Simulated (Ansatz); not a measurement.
# BrGeHNO (doublet): what the fields show

```xyz
5

Br   -3.8361   -0.2379   -1.7926
Ge   -1.8326    0.9284   -2.2263
N    -1.3215    0.9167   -0.3991
O    -0.2418    1.4505   -0.0394
H    -1.8937    0.4841    0.3489
```

Geometry: PBE0-D3(BJ)/def2-SVP.

All numbers below come from isolated molecule in a Gaussian basis; Kohn-Sham density functional theory, functional PBE0 in Ansatz.

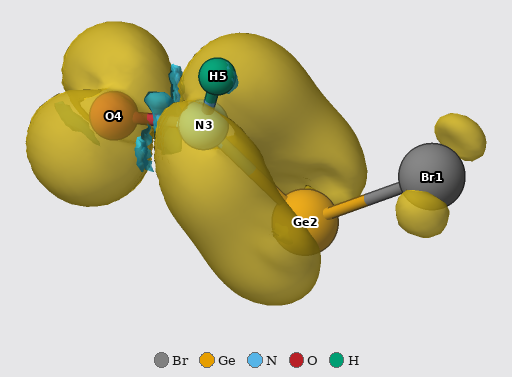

Figure 1. Isosurfaces of the spin density (α minus β) at +0.015 (yellow) and −0.015 e/Å³ (cyan), seen at an oblique angle.

> Which atoms carry the spin?

The unpaired spin (1 electron) lies mostly on O4 (about 0.5), N3 (about 0.3) and Ge2 (about 0.1), in electrons by Hirshfeld's partition.

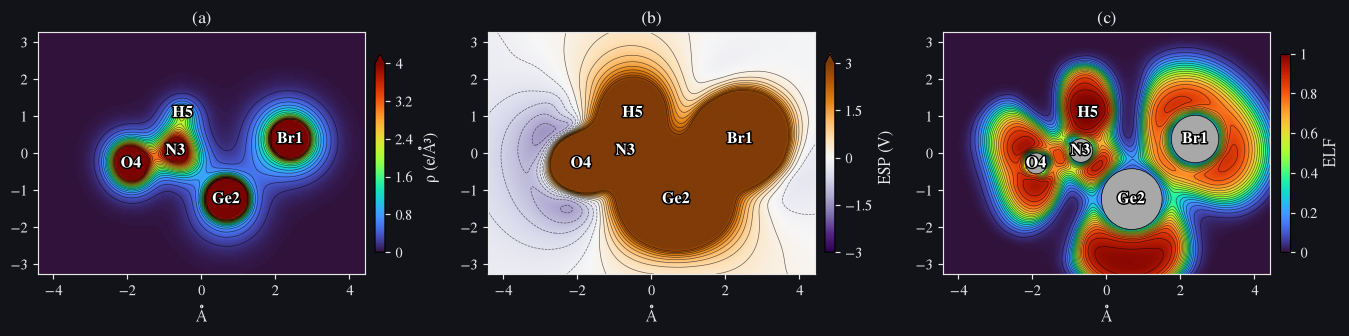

Figure 2. (a) total electron density; (b) molecular electrostatic potential; (c) ELF on the molecular plane. Grey discs cover the atomic cores in the ELF map.

> Read the bonding off the picture.

- Atoms in the plane: Br, Ge, N, O and H.
- N–O (1.26 Å): ρ is about 3.1 e/Å³ halfway; the ELF peaks at about 0.85 between the atoms; a covalent bond.
- Ge–N (1.90 Å): the density is about 0.88 e/Å³ at the midpoint; the ELF peaks at about 0.90 in the valence shell of N, 0.6 Å from its nucleus, and is about 0.50 at the midpoint.
- Ge–Br (2.36 Å): ρ is about 0.63 e/Å³ halfway; the ELF peaks at about 0.75 in the valence shell of Br, 1.0 Å from its nucleus, and is about 0.70 at the midpoint.
- N–H (1.04 Å): ρ is about 2.9 e/Å³ halfway; the ELF climbs to about 1 towards the hydrogen, as it does in any bond to H; a covalent bond by its length.
- The ELF also peaks beside O4 and Br1, away from the bonds: non-bonding electrons, paired or unpaired.
- Outside the dense part of the molecule the potential is most negative (−1.4 V) near O4.

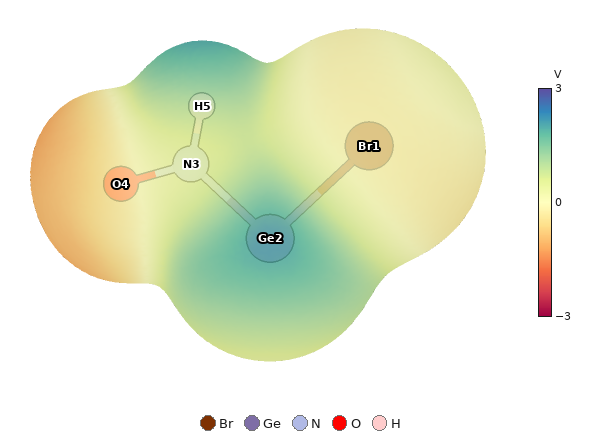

Figure 3. The electrostatic potential painted on the density surface at 0.002 e/bohr³, seen at a tilt; red is negative and blue positive.

> Which sites attract a positive test charge, and which a negative one?

A positive charge is drawn to the negative regions and a negative charge to the positive ones. The most negative region (about −1.2 V) lies over O4, the most positive (about +2.0 V) over Ge2 and H5. O4 is the likeliest acceptor of a hydrogen bond.

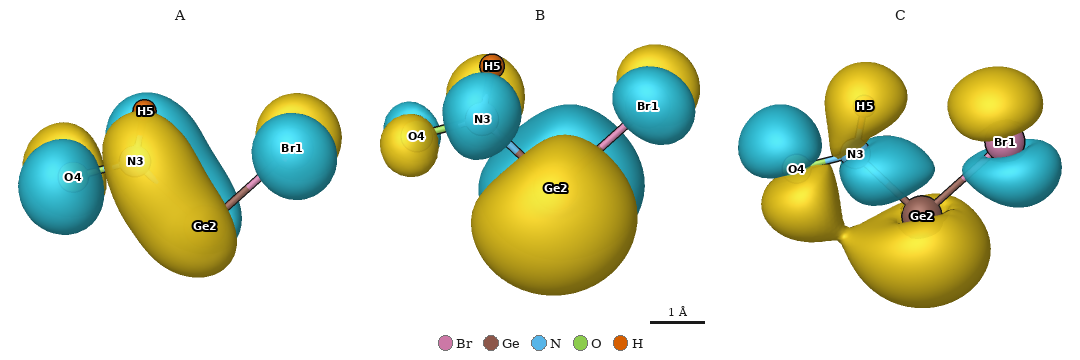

Figure 4. Three frontier orbitals at ±0.08 Å⁻³ᐟ² (yellow and cyan are the two phases), in no order.

> Which picture is the HOMO−1, the HOMO and the LUMO? All are α orbitals.

C is the HOMO−1 (α) (−7.75 eV). Its weight (Hirshfeld) is mainly on O4 (about 35 %), Ge2 (about 30 %), N3 (about 15 %), Br1 (about 15 %) and H5 (about 5 %); it is symmetric in the molecular plane (an in-plane orbital: σ, lone-pair or in-plane π type). A is the HOMO (α) (−7.02 eV). It lies mainly on O4 (about 35 %), N3 (about 35 %), Ge2 (about 15 %) and Br1 (about 10 %); it changes sign across the molecular plane (π type); π-bonding across Ge2–N3; π-antibonding (a node) across Br1–Ge2 and N3–O4. B is the LUMO (α) (−2.78 eV). By Hirshfeld shares it lies mainly on Ge2 (about 70 %), N3 (about 15 %) and Br1 (about 10 %); it changes sign across the molecular plane (π type).

> What is the gap between the highest occupied and lowest empty α orbitals?

4.24 eV between the orbital energies.
